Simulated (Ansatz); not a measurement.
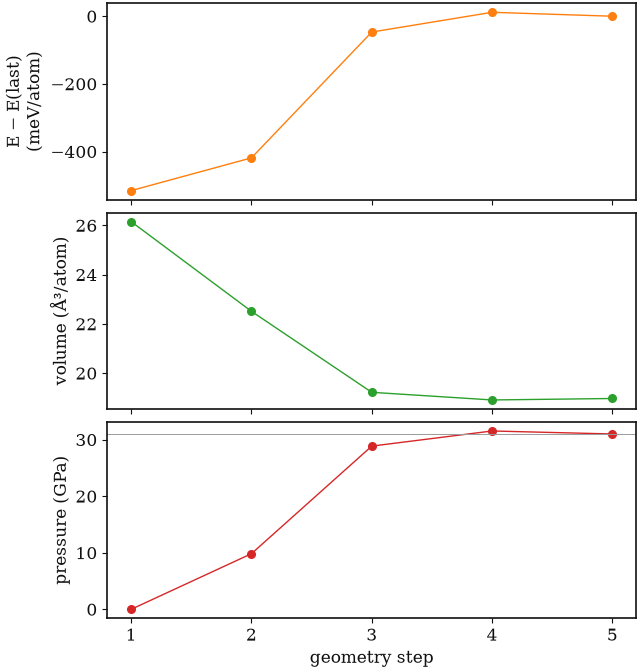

History of a geometry optimisation. SnGe2 (Fm-3m, 3 atoms in the cell); DFT PBE, scalar-relativistic, plane waves, PAW (Ansatz 0.2.0); cutoff 420 eV, 12×12×12 k-mesh, Fermi–Dirac smearing of 0.15 eV. Atoms and cell relax. A closing SCF on a freshly chosen basis isn't drawn.

The optimisation met its thresholds at geometry 5, counting the start as the first. The energy of the last step lies about 520 meV/atom above the first, with a rise at steps 2, 3 and 4. The target is 31 GPa, so the enthalpy and not the energy is minimised. All forces vanish by symmetry, so only the cell moves. The volume shrinks from 26.2 to 19.0 Å³ per atom (−27 %), as the pressure goes from −0.00014 GPa to about 31 GPa.
